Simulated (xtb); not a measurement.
Run report: Ga₃H₃F₆, geometry relaxation (part 2 of 3)

Continued. System: Ga₃H₃F₆. Method: GFN2-xTB (xtb 6.7.1). The geometry comes from this level: GFN1-xTB.

Geometry of the input (Å):
```
Ga 1.0043  0.2922  -1.4011
F  1.9791  1.6736  -1.5716
F  1.0714  -0.7964  -2.7042
H  1.4356  -0.4993  -0.0245
Ga 0.6496  -0.8581  1.3773
F  0.5653  -2.5473  1.5429
F  1.4224  -0.0529  2.6590
H  -0.8750  -0.2605  1.2162
Ga -1.6533  0.5683  0.0242
F  -2.9402  -0.3815  -0.5500
F  -2.1009  2.0961  0.6191
H  -0.5583  0.7659  -1.1875
```

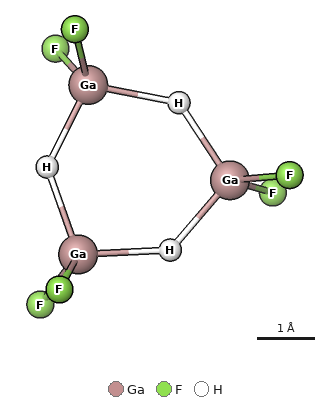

The structure as given in the input (ball-and-stick view, seen on its broad side). Sticks mark near contacts.

## The program's output, continued
```
 iter      E             dE          RMSdq      gap      omega  full diag
   1    -33.9214486 -0.339214E+02  0.468E-01    5.48       0.0  T
   2    -33.9214673 -0.187291E-04  0.249E-01    5.49       1.0  T
   3    -33.9214668  0.495880E-06  0.825E-02    5.48       1.0  T
   4    -33.9214683 -0.145215E-05  0.907E-03    5.48       3.2  T
   5    -33.9214684 -0.622131E-07  0.147E-03    5.48      19.6  T
   6    -33.9214684 -0.535223E-09  0.221E-04    5.48     130.7  T
   7    -33.9214684 -0.601474E-10  0.828E-05    5.48     348.5  T
     SCC iter.                  ...        0 min,  0.010 sec
     gradient                   ...        0 min,  0.010 sec
 * total energy  :   -33.8895611 Eh     change       -0.2130308E-03 Eh
   gradient norm :     0.0015291 Eh/α   predicted    -0.1733111E-03 ( -18.65%)
   displ. norm   :     0.0913236 α      lambda       -0.7169519E-04
   maximum displ.:     0.0738036 α      in ANC's #6, #16, #19, ...

........................................................................
.............................. CYCLE    5 ..............................
........................................................................

 iter      E             dE          RMSdq      gap      omega  full diag
   1    -33.9210586 -0.339211E+02  0.404E-01    5.49       0.0  T
   2    -33.9210630 -0.437529E-05  0.244E-01    5.49       1.0  T
   3    -33.9210629  0.276462E-07  0.258E-02    5.49       1.1  T
   4    -33.9210631 -0.200996E-06  0.132E-02    5.49       2.2  T
   5    -33.9210632 -0.391289E-07  0.621E-04    5.49      46.5  T
   6    -33.9210632 -0.510880E-10  0.149E-04    5.49     193.4  T
     SCC iter.                  ...        0 min,  0.005 sec
     gradient                   ...        0 min,  0.009 sec
 * total energy  :   -33.8896203 Eh     change       -0.5911738E-04 Eh
   gradient norm :     0.0025294 Eh/α   predicted    -0.3598142E-04 ( -39.14%)
   displ. norm   :     0.0232996 α      lambda       -0.2255652E-04
   maximum displ.:     0.0207786 α      in ANC's #16, #6, #25, ...

........................................................................
.............................. CYCLE    6 ..............................
........................................................................

 iter      E             dE          RMSdq      gap      omega  full diag
   1    -33.9213905 -0.339214E+02  0.855E-02    5.51       0.0  T
   2    -33.9213910 -0.462987E-06  0.628E-02    5.51       1.0  T
   3    -33.9213908  0.202270E-06  0.246E-02    5.51       1.2  T
   4    -33.9213910 -0.232371E-06  0.108E-03    5.51      26.7  T
   5    -33.9213910 -0.123450E-09  0.440E-04    5.51      65.6  T
   6    -33.9213910 -0.331681E-10  0.551E-05    5.51     524.2  T
     SCC iter.                  ...        0 min,  0.007 sec
     gradient                   ...        0 min,  0.006 sec
 * total energy  :   -33.8896379 Eh     change       -0.1767836E-04 Eh
   gradient norm :     0.0020345 Eh/α   predicted    -0.1128334E-04 ( -36.17%)
   displ. norm   :     0.0333805 α      lambda       -0.2239259E-04
   maximum displ.:     0.0293352 α      in ANC's #16, #6, #19, ...

........................................................................
.............................. CYCLE    7 ..............................
........................................................................

 iter      E             dE          RMSdq      gap      omega  full diag
   1    -33.9217824 -0.339218E+02  0.150E-01    5.52       0.0  T
   2    -33.9217833 -0.926360E-06  0.106E-01    5.52       1.0  T
   3    -33.9217830  0.302004E-06  0.285E-02    5.52       1.0  T
   4    -33.9217834 -0.371373E-06  0.499E-03    5.52       5.8  T
   5    -33.9217834 -0.311270E-08  0.127E-03    5.52      22.8  T
   6    -33.9217834 -0.347491E-09  0.128E-04    5.52     225.6  T
   7    -33.9217834 -0.692779E-11  0.472E-05    5.52     611.0  T
     SCC iter.                  ...        0 min,  0.008 sec
     gradient                   ...        0 min,  0.006 sec
 * total energy  :   -33.8896511 Eh     change       -0.1314436E-04 Eh
   gradient norm :     0.0011434 Eh/α   predicted    -0.1120867E-04 ( -14.73%)
   displ. norm   :     0.0143924 α      lambda       -0.4003409E-05
   maximum displ.:     0.0082642 α      in ANC's #19, #16, #6, ...

........................................................................
.............................. CYCLE    8 ..............................
........................................................................

 iter      E             dE          RMSdq      gap      omega  full diag
   1    -33.9218588 -0.339219E+02  0.800E-02    5.52       0.0  T
   2    -33.9218590 -0.175678E-06  0.546E-02    5.52       1.0  T
   3    -33.9218590  0.182900E-07  0.894E-03    5.52       3.2  T
   4    -33.9218590 -0.423162E-07  0.396E-03    5.52       7.3  T
   5    -33.9218590 -0.227867E-08  0.117E-03    5.52      24.7  T
   6    -33.9218590 -0.314593E-09  0.645E-05    5.52     447.5  T
   7    -33.9218590 -0.129319E-11  0.284E-05    5.52    1015.4  T
     SCC iter.                  ...        0 min,  0.008 sec
     gradient                   ...        0 min,  0.006 sec
 * total energy  :   -33.8896550 Eh     change       -0.3921086E-05 Eh
   gradient norm :     0.0004579 Eh/α   predicted    -0.2000190E-05 ( -48.99%)
   displ. norm   :     0.0096840 α      lambda       -0.1966876E-05
   maximum displ.:     0.0062351 α      in ANC's #19, #16, #6, ...

........................................................................
.............................. CYCLE    9 ..............................
........................................................................

 iter      E             dE          RMSdq      gap      omega  full diag
   1    -33.9217854 -0.339218E+02  0.360E-02    5.51       0.0  T
   2    -33.9217855 -0.226393E-07  0.233E-02    5.51       1.2  T
   3    -33.9217855 -0.656376E-08  0.204E-03    5.51      14.1  T
   4    -33.9217855 -0.878131E-09  0.689E-04    5.51      41.9  T
   5    -33.9217855 -0.628972E-10  0.171E-04    5.51     168.6  T
     SCC iter.                  ...        0 min,  0.005 sec
     gradient                   ...        0 min,  0.007 sec
 * total energy  :   -33.8896565 Eh     change       -0.1463574E-05 Eh
   gradient norm :     0.0000405 Eh/α   predicted    -0.9831131E-06 ( -32.83%)
   displ. norm   :     0.0017166 α      lambda       -0.1536377E-07
   maximum displ.:     0.0010401 α      in ANC's #6, #2, #1, ...

........................................................................
.............................. CYCLE   10 ..............................
........................................................................

 iter      E             dE          RMSdq      gap      omega  full diag
   1    -33.9217923 -0.339218E+02  0.466E-03    5.51       0.0  T
   2    -33.9217923 -0.462862E-09  0.294E-03    5.51       9.8  T
   3    -33.9217923  0.493756E-10  0.275E-04    5.51     104.9  T
   4    -33.9217923 -0.847677E-10  0.495E-05    5.51     583.2  T
     SCC iter.                  ...        0 min,  0.004 sec
     gradient                   ...        0 min,  0.007 sec
 * total energy  :   -33.8896565 Eh     change       -0.1725947E-07 Eh
   gradient norm :     0.0000359 Eh/α   predicted    -0.7759693E-08 ( -55.04%)
   displ. norm   :     0.0026604 α      lambda       -0.1631756E-07
   maximum displ.:     0.0016906 α      in ANC's #2, #1, #3, ...

   *** GEOMETRY OPTIMIZATION CONVERGED AFTER 10 ITERATIONS ***

------------------------------------------------------------------------
 total energy gain   :        -0.0027751 Eh       -1.7414 kcal/mol
 total RMSD          :         0.1018510 a0        0.0539 Å
 total power (kW/mol):        -0.7286011 (step)  -33.5577 (real)
------------------------------------------------------------------------

 ANCopt (total)                0 d,  0 h,  0 min,  0.217 sec
 optimizer setup                ...        0 min,  0.000 sec (  0.062%)
 model hessian                  ...        0 min,  0.001 sec (  0.506%)
 ANC generation                 ...        0 min,  0.000 sec (  0.228%)
 coordinate transformation      ...        0 min,  0.000 sec (  0.063%)
 single point calculation       ...        0 min,  0.210 sec ( 96.716%)
 optimization log               ...        0 min,  0.001 sec (  0.469%)
 hessian update                 ...        0 min,  0.000 sec (  0.076%)
 rational function              ...        0 min,  0.001 sec (  0.660%)

================
 final structure:
================
12
 xtb: 6.7.1
Ga           1.02496487833675        0.29781046015844       -1.43081260516331
F            1.99251298526983        1.73062858064232       -1.53114080534676
F            1.04396203141349       -0.85605601311474       -2.72189204140304
H            1.45591628758091       -0.50974765634158       -0.02608698467986
Ga           0.66342847239425       -0.87685605867000        1.40625968096390
F            0.54161323948437       -2.60125472230645        1.50983264689119
F            1.43639919675420        0.01761557519466        2.67164620055352
H           -0.88867715501428       -0.26705281806319        1.23254460067158
Ga          -1.68832171014686        0.57915985875936        0.02465520576483
F           -2.94987046269582       -0.44295434005111       -0.57736696328584
F           -2.06538451899115        2.15039217469523        0.64773844839945
H           -0.56651324438569        0.77830495909707       -1.20538738336566

 Bond Distances (Angstroems)
 ---------------------------
Ga1-F2=1.7318        Ga1-F3=1.7317        Ga1-H4=1.6766        Ga1-Ga5=3.0918       Ga1-Ga9=3.0918       Ga1-H12=1.6776
F2-Ga1=1.7318        F3-Ga1=1.7317        H4-Ga1=1.6766        H4-Ga5=1.6776        Ga5-Ga1=3.0918       Ga5-H4=1.6776
Ga5-F6=1.7318        Ga5-F7=1.7317        Ga5-H8=1.6766        Ga5-Ga9=3.0919       F6-Ga5=1.7318        F7-Ga5=1.7317
H8-Ga5=1.6766        H8-Ga9=1.6776        Ga9-Ga1=3.0918       Ga9-Ga5=3.0919       Ga9-H8=1.6776        Ga9-F10=1.7317
Ga9-F11=1.7318       Ga9-H12=1.6766       F10-Ga9=1.7317       F11-Ga9=1.7318       H12-Ga1=1.6776       H12-Ga9=1.6766
 Ga H  Rav=1.6771 sigma=0.0005  Rmin=1.6766  Rmax=1.6776     6
 Ga F  Rav=1.7317 sigma=0.0001  Rmin=1.7317  Rmax=1.7318     6
 Ga Ga Rav=3.0918 sigma=0.0000  Rmin=3.0918  Rmax=3.0919     3

 selected bond angles (degree)
 --------------------
F3-Ga1-F2=120.13               H4-Ga1-F2=107.66               H4-Ga1-F3=107.51               Ga5-Ga1-F2=115.65
Ga5-Ga1-F3=115.61              Ga5-Ga1-H4= 22.82              Ga9-Ga1-F2=116.25              Ga9-Ga1-F3=114.91
Ga9-Ga1-H4= 82.82              Ga9-Ga1-Ga5= 60.00             H12-Ga1-F2=107.51              H12-Ga1-F3=107.54
H12-Ga1-H4=105.62              H12-Ga1-Ga5= 82.80             H12-Ga1-Ga9= 22.81             Ga5-H4-Ga1=134.37
H4-Ga5-Ga1= 22.81              F6-Ga5-Ga1=116.19              F6-Ga5-H4=107.59               F7-Ga5-Ga1=114.97
F7-Ga5-H4=107.46               F7-Ga5-F6=120.13               H8-Ga5-Ga1= 82.82              H8-Ga5-H4=105.62
H8-Ga5-F6=107.65               H8-Ga5-F7=107.52               Ga9-Ga5-Ga1= 60.00             Ga9-Ga5-H4= 82.80
Ga9-Ga5-F6=116.24              Ga9-Ga5-F7=115.01              Ga9-Ga5-H8= 22.82              Ga9-H8-Ga5=134.37
Ga5-Ga9-Ga1= 60.00             H8-Ga9-Ga1= 82.80              H8-Ga9-Ga5= 22.81              F10-Ga9-Ga1=114.96
F10-Ga9-Ga5=115.56             F10-Ga9-H8=107.45              F11-Ga9-Ga1=116.30             F11-Ga9-Ga5=115.60
F11-Ga9-H8=107.60              F11-Ga9-F10=120.13             H12-Ga9-Ga1= 22.82             H12-Ga9-Ga5= 82.81
H12-Ga9-H8=105.62              H12-Ga9-F10=107.61             H12-Ga9-F11=107.57

 selected dihedral angles (degree)
 ---------------------------------
Ga5-H4-Ga1-F2=114.48          Ga5-H4-Ga1-F3=245.24          Ga5-H4-Ga1-Ga9=359.16         Ga5-H4-Ga1-H12=359.85
F6-Ga5-H4-Ga1=116.15          F7-Ga5-H4-Ga1=246.82          H8-Ga5-H4-Ga1=  1.38          Ga9-Ga5-H4-Ga1=  0.84
Ga9-H8-Ga5-Ga1=359.16         Ga9-H8-Ga5-H4=358.62          Ga9-H8-Ga5-F6=243.89          Ga9-H8-Ga5-F7=113.13
Ga1-Ga9-H8-Ga5=  0.84         F10-Ga9-H8-Ga5=114.80         F11-Ga9-H8-Ga5=245.48         H12-Ga9-H8-Ga5=  0.15

 CMA Distance (Angstroems)
 ---------------------------
R(CMA):  1.5474
           -------------------------------------------------
          |                Final Singlepoint                |
           -------------------------------------------------

          ...................................................
          :                      SETUP                      :
          :.................................................:
          :  # basis functions                  57          :
          :  # atomic orbitals                  54          :
          :  # shells                           24          :
          :  # electrons                        54          :
          :  max. iterations                   250          :
          :  Hamiltonian                  GFN2-xTB          :
          :  restarted?                      false          :
          :  GBSA solvation                  false          :
          :  PC potential                    false          :
          :  electronic temp.          300.0000000     K    :
          :  accuracy                    1.0000000          :
          :  -> integral cutoff          0.2500000E+02      :
          :  -> integral neglect         0.1000000E-07      :
          :  -> SCF convergence          0.1000000E-05 Eh   :
          :  -> wf. convergence          0.1000000E-03 e    :
          :  Broyden damping             0.4000000          :
          :  net charge                          0          :
          :  unpaired electrons                  0          :
          ...................................................

 iter      E             dE          RMSdq      gap      omega  full diag
   1    -33.9217923 -0.339218E+02  0.221E-05    5.51       0.0  T
   2    -33.9217923 -0.113687E-12  0.983E-06    5.51    2936.4  T
   3    -33.9217923 -0.284217E-13  0.443E-06    5.51    6518.3  T

   *** convergence criteria satisfied after 3 iterations ***
```
